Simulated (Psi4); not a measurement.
# CH3ClSi (SMILES C[Si]Cl): B3LYP/6-311+G(d,p)

Aim: the energy change on altering one bond length of CH3ClSi at B3LYP/6-311+G**, from 2 runs. 

The results are computed with Psi4 1.11.

1 further run of the same task is left out (set aside as unsound or not needed).

### Step 1. Starting point

CH3ClSi: 6 atoms, total charge 0, spin state singlet. SMILES: `C[Si]Cl`. The coordinates come from a PBE0-D4/def2-TZVP relaxation.

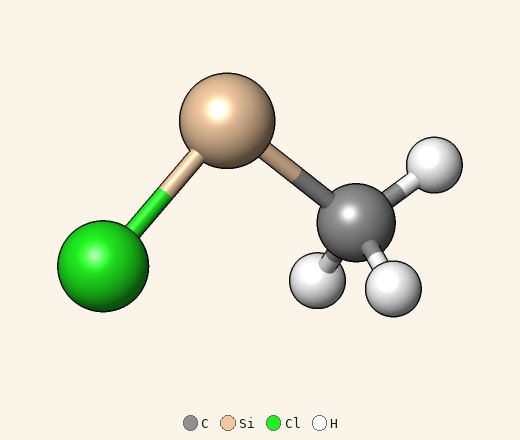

Viewed from a chosen angle; carbon grey, silicon light orange, chlorine green, hydrogen white.

### Step 2. Energy and gradient at B3LYP/6-311+G(d,p)

input.in

```
memory 1.6 GB

molecule m {
  C
  Si 1 1.887153
  Cl 2 2.093091 1 98.25252
  H 1 1.096009 2 110.16974 3 -58.83986
  H 1 1.092776 4 109.02208 2 122.75802
  H 1 1.095982 5 109.02846 4 -116.15598
  symmetry c1
  no_reorient
  no_com
}

set {
  basis 6-311+G**
  puream true
  e_convergence 1e-09
  d_convergence 1e-08
  scf_type pk
  dft_radial_points 99
  dft_spherical_points 590
}

E, wfn = gradient("b3lyp", return_wfn=True)
oeprop(wfn, "WIBERG_LOWDIN_INDICES", "MULLIKEN_CHARGES", "LOWDIN_CHARGES", title="B3LYP")
```

Run with:

```console
$ psi4 input.in input.out -n 1
```

input.out (excerpt; [...] marks lines left out):

```text
[...]
  Running in c1 symmetry.
[...]
  Nuclear repulsion =  128.153237563416525
[...]
  Multiplicity = 1
[...]
  Nalpha       = 20
  Nbeta        = 20
[...]
    Number of basis functions: 100
[...]
   @RKS iter   1:  -789.33125701333449   -1.52141e-01   8.72951e-03 DIIS/ADIIS
[...]
   @RKS iter  11:  -789.67901004702276   -4.32010e-12   5.09598e-09 DIIS
[...]
    Orbital Energies [Eh]
    ---------------------
    Doubly Occupied:
       1A   -101.543723     2A    -66.147992     3A    -10.165434
       4A     -9.459234     5A     -7.220222     6A     -7.216843
       7A     -7.214489     8A     -5.315386     9A     -3.677313
      10A     -3.673497    11A     -3.667557    12A     -0.829555
      13A     -0.714894    14A     -0.489390    15A     -0.428529
      16A     -0.424690    17A     -0.369848    18A     -0.342892
      19A     -0.331686    20A     -0.243116
[...]
  @RKS Final Energy:  -789.67901004702276
   => Energetics <=
    Nuclear Repulsion Energy =            128.1532375634165248
    One-Electron Energy =               -1344.7225494832089225
    Two-Electron Energy =                 471.8004490826323831
    DFT Exchange-Correlation Energy =     -44.9101472098627994
    Empirical Dispersion Energy =           0.0000000000000000
    VV10 Nonlocal Energy =                  0.0000000000000000
    Total Energy =                       -789.6790100470227571
[...]
 Multipole Moments:
 ------------------------------------------------------------------------------------
     Multipole            Electronic (a.u.)      Nuclear  (a.u.)        Total (a.u.)
 ------------------------------------------------------------------------------------
 L = 1.  Multiply by 2.5417464519 to convert [e a0] to [Debye]
 Dipole X            :         -0.0003403            0.0003522            0.0000119
 Dipole Y            :         -3.0960990            3.6320150            0.5359160
 Dipole Z            :          5.6417991           -6.2002026           -0.5584034
 Magnitude           :                                                    0.7739640
[...]
  -Total Gradient:
     Atom            X                  Y                   Z
    ------   -----------------  -----------------  -----------------
       1        0.000011396398    -0.000256756962     0.002636193891
       2       -0.000000475364    -0.009692800285    -0.003330500668
       3       -0.000002473590     0.010157675354    -0.002156714074
       4       -0.000378221394     0.000042977930     0.001077402479
       5       -0.000006421029    -0.000292879932     0.000686433595
       6        0.000376194898     0.000045133687     0.001082039528
[...]
  Mulliken Charges: (a.u.)
   Center  Symbol    Alpha    Beta     Spin     Total
       1     C     3.32239  3.32239  0.00000 -0.64479
       2    SI     6.84750  6.84750  0.00000  0.30500
       3    CL     8.58520  8.58520  0.00000 -0.17041
       4     H     0.41363  0.41363  0.00000  0.17273
       5     H     0.41763  0.41763  0.00000  0.16474
       6     H     0.41364  0.41364  0.00000  0.17272
   Total alpha = 20.00000, Total beta = 20.00000, Total charge = -0.00000
  Lowdin Charges: (a.u.)
   Center  Symbol    Alpha    Beta     Spin     Total
[...]
```

It took 15 s on 1 thread of Intel Xeon 6975P-C (Granite Rapids), shared host; peak memory 0.8 GiB.

### Step 3. The distorted shape at the same level

ch3clsi.dat

```
memory 1600 mb

molecule {
  0 1
  C
  Si 1 r2
  Cl 2 r3 1 a3
  H 1 r4 2 a4 3 d4
  H 1 r5 4 a5 2 d5
  H 1 r6 4 a6 5 d6

  r2 = 1.887153
  r3 = 2.093091
  a3 = 98.25252
  r4 = 1.096009
  a4 = 110.16974
  d4 = -58.83986
  r5 = 1.6392
  a5 = 109.02207
  d5 = 122.75802
  r6 = 1.095982
  a6 = 106.72068
  d6 = 117.62376
  units angstrom
  symmetry c1
}

set basis 6-311+G**
set reference rks
set puream true
set e_convergence 1e-09
set d_convergence 1e-08
set scf_type pk
set dft_radial_points 99
set dft_spherical_points 590

E, wfn = gradient('b3lyp', return_wfn=True)
print_variables()
```

Run with:

```console
$ psi4 -i ch3clsi.dat -o ch3clsi.out -n 1
```

ch3clsi.out (excerpt; [...] marks lines left out):

```text
[...]
  Running in c1 symmetry.
[...]
  Nuclear repulsion =  126.384916745974905
[...]
  Multiplicity = 1
[...]
  Nalpha       = 20
  Nbeta        = 20
[...]
    Number of basis functions: 100
[...]
   @RKS iter   1:  -789.20642468419180   -1.60538e-01   8.92002e-03 ADIIS/DIIS
[...]
   @RKS iter  11:  -789.60557596727813   -5.61613e-11   8.32179e-09 DIIS
[...]
  @RKS Final Energy:  -789.60557596727813
   => Energetics <=
    Nuclear Repulsion Energy =            126.3849167459749054
    One-Electron Energy =               -1341.0242885951020071
    Two-Electron Energy =                 469.8387528487073155
    DFT Exchange-Correlation Energy =     -44.8049569668581498
    Empirical Dispersion Energy =           0.0000000000000000
    VV10 Nonlocal Energy =                  0.0000000000000000
    Total Energy =                       -789.6055759672780141
[...]
 Multipole Moments:
 ------------------------------------------------------------------------------------
     Multipole            Electronic (a.u.)      Nuclear  (a.u.)        Total (a.u.)
 ------------------------------------------------------------------------------------
 L = 1.  Multiply by 2.5417464519 to convert [e a0] to [Debye]
 Dipole X            :          0.0005373           -0.0003255            0.0002118
 Dipole Y            :         -3.7480400            4.0957629            0.3477229
 Dipole Z            :          5.9468323           -6.3836219           -0.4367896
 Magnitude           :                                                    0.5582978
[...]
  -Total Gradient:
     Atom            X                  Y                   Z
    ------   -----------------  -----------------  -----------------
       1        0.000098871400    -0.060207381396     0.024130664653
       2        0.000005406879    -0.018260540647    -0.004038852451
       3       -0.000000630092     0.010880475470     0.000361661357
       4       -0.001373363732    -0.007634334160     0.005560331766
       5       -0.000125205599     0.082852717847    -0.031588154265
       6        0.001394930265    -0.007627424805     0.005566091534
[...]
```

Wall time 13 s (1 thread of Intel Xeon 6975P-C (Granite Rapids), shared host); peak memory 0.79 GiB.

### Step 4. Results

At B3LYP/6-311+G**:

```
                                                         quantity          value
                                        first shape: total energy  -789.67901 Eh
                                       first shape: dipole moment         1.97 D
                                         first shape: HOMO energy       -6.62 eV
                                         first shape: LUMO energy       -2.84 eV
                                       first shape: HOMO–LUMO gap        3.77 eV
                            first shape: largest force on an atom     0.534 eV/Å
                                    distorted shape: total energy  -789.60558 Eh
                                   distorted shape: dipole moment         1.42 D
                                     distorted shape: HOMO energy       -6.74 eV
                                     distorted shape: LUMO energy       -2.92 eV
                                   distorted shape: HOMO–LUMO gap        3.82 eV
                        distorted shape: largest force on an atom     4.560 eV/Å
energy change with the C1–H5 bond stretched from 1.093 to 1.639 Å       1.998 eV
```

**Reading.** One bond (distorted shape) is far stretched, which a spin-restricted single reference describes badly; a broken-symmetry solution may lie lower. With the C1–H5 bond stretched from 1.093 to 1.639 Å the energy rises by 2.00 eV (46 kcal/mol). The first shape isn't relaxed at this level, so the change isn't measured from a minimum. A restricted reference can't describe the breaking bond well at this length. The largest force (first shape) is 0.53 eV/Å: the shape isn't a stationary point for this species at this level. Mulliken charges (first shape) run from -0.64 on C1 to +0.30 on Si2; in a basis this large or diffuse they mean little.
